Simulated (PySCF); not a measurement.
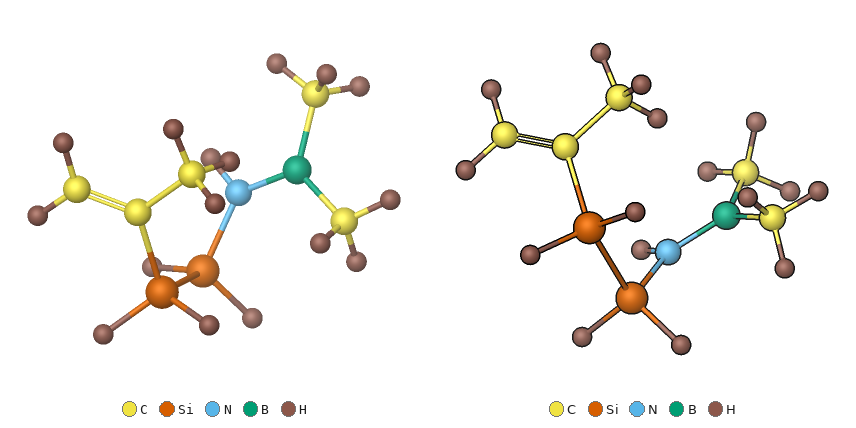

Both panels show the same species.

The computed structure is the end point of a GFN2-xTB optimisation. No frequency run is at hand to confirm it as a minimum.

What does the picture show?

The molecule is C₅H₁₆BNSi₂. Its SMILES string is `C=C(C)[SiH2][SiH2]NB(C)C`. It has no ring. Among its groups: alkene, Si–H bond, Si–N bond. The point group is C1. Coordination: 2 C trigonal planar; 3 C tetrahedral; 2 Si tetrahedral; 1 N trigonal planar; 1 B trigonal planar.

The parts below concern this one geometry. Atoms keep their numbers from picture to picture.

## Shape

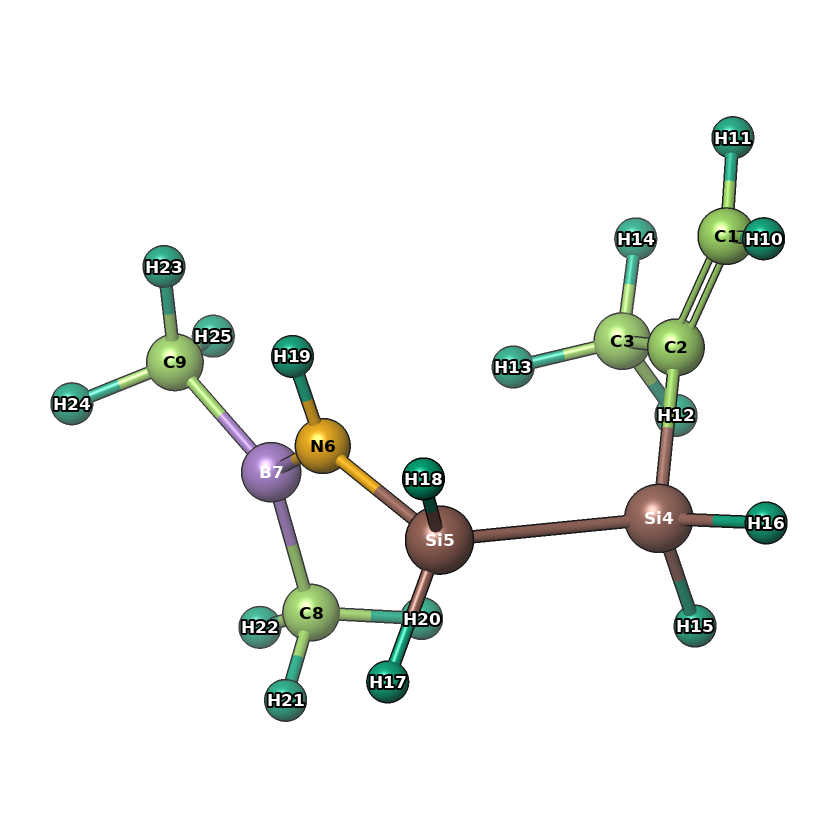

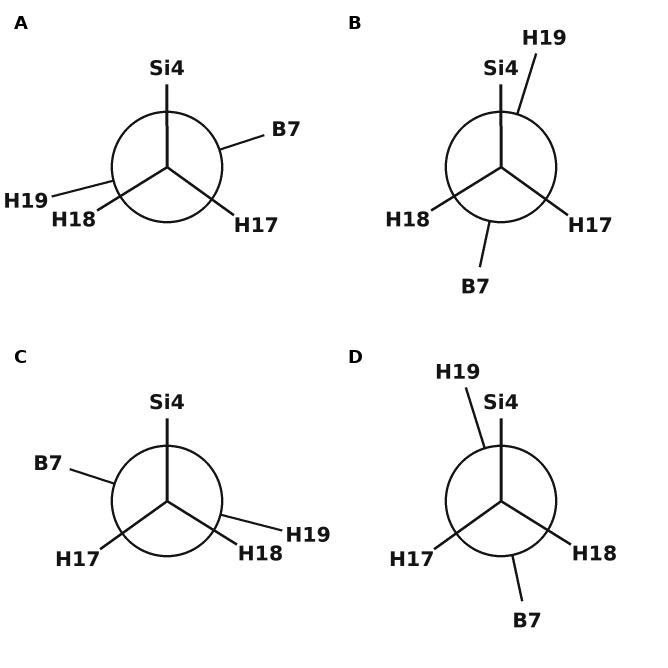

Distant atoms are faded towards the background colour. Bonds that would overlap in a projection are set slightly apart. No frequency run is at hand to confirm it as a minimum.

Which Newman projection shows the view along Si5–N6, with Si5 in front?

A. The torsion angle Si4–Si5–N6–B7 is 72°, synclinal (gauche).

## Bond orders

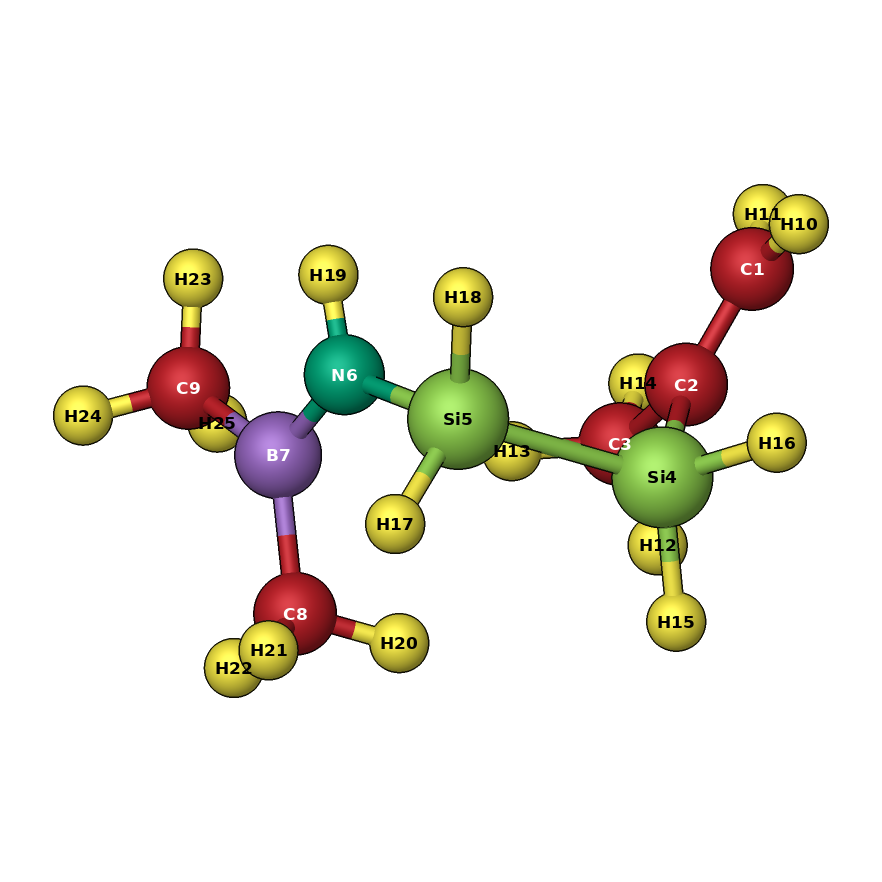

Every bond is drawn as one stick. No frequency run is at hand to confirm it as a minimum. Method: PBE0/pcSseg-1 (PySCF 2.14.0).

Which bond between heavy atoms has the highest Mayer bond order?

C1–C2, 1.98, at a length of 1.326 Å.

List the Mayer bond orders of C1–C2, C2–C3, C2–Si4, Si4–Si5, Si5–N6, N6–B7, B7–C8, B7–C9 (bonds between heavy atoms, one of each equivalent set).

```csv
bond,Mayer order,length (Å)
C1–C2,1.98,1.326
C2–C3,1.05,1.499
C2–Si4,0.84,1.896
Si4–Si5,0.88,2.320
Si5–N6,0.92,1.750
N6–B7,1.24,1.401
B7–C8,1.02,1.588
B7–C9,1.03,1.590
```

## Electronic properties

No frequency run is at hand to confirm it as a minimum. Properties computed with PBE0/pcSseg-1, gas phase (PySCF 2.14.0).

Computed properties:

- dipole moment: 0.85 D
- HOMO energy (Kohn–Sham orbital): −7.26 eV
- LUMO energy (Kohn–Sham orbital): −0.48 eV
- HOMO–LUMO gap: 6.77 eV

## Charges

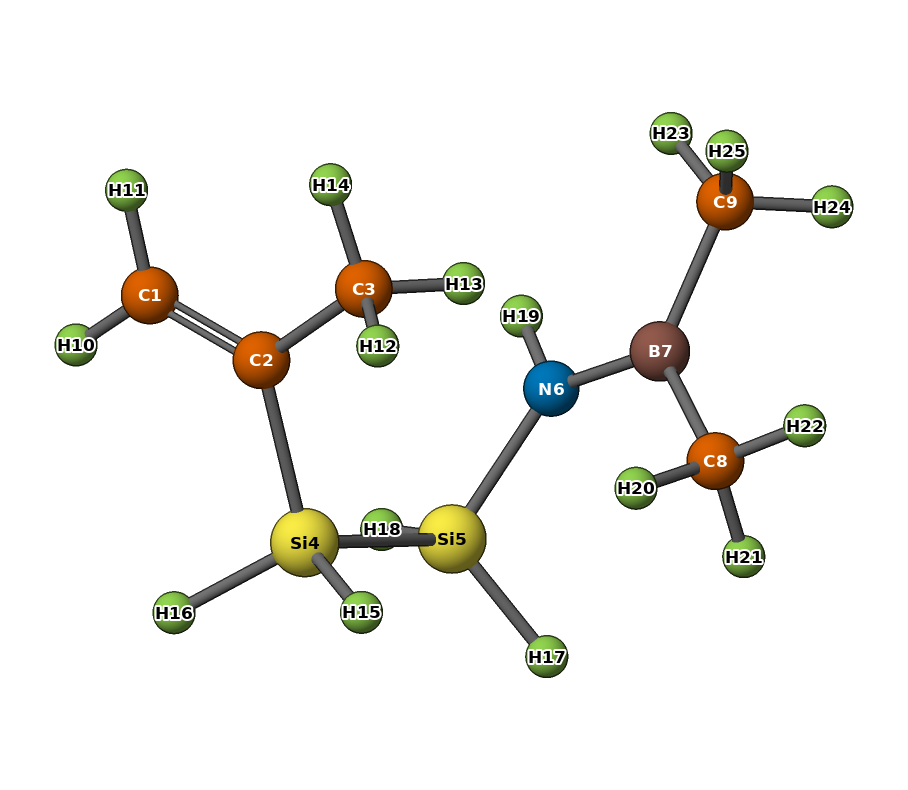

The questions are on Mulliken charges. No frequency run is at hand to confirm it as a minimum. Properties computed with PBE0/pcSseg-1, gas phase (PySCF 2.14.0).

Give the Mulliken charges atom by atom.

```tsv
atom	value (e)
C1	−0.09
C2	−0.58
C3	−0.20
Si4	0.32
Si5	0.46
N6	−0.66
B7	0.45
C8	−0.54
C9	−0.51
H10	0.11
H11	0.11
H12	0.13
H13	0.15
H14	0.11
H15	−0.05
H16	−0.05
H17	−0.06
H18	−0.07
H19	0.22
H20	0.14
H21	0.13
H22	0.13
H23	0.11
H24	0.13
H25	0.13
```

Mulliken values depend strongly on the basis set and can even reverse the polarity of a bond. The geometry is semi-empirical. Around B, Si such bond lengths and angles can be off by a tenth of an ångström or more and by several degrees, and values that hang on the shape move with them.
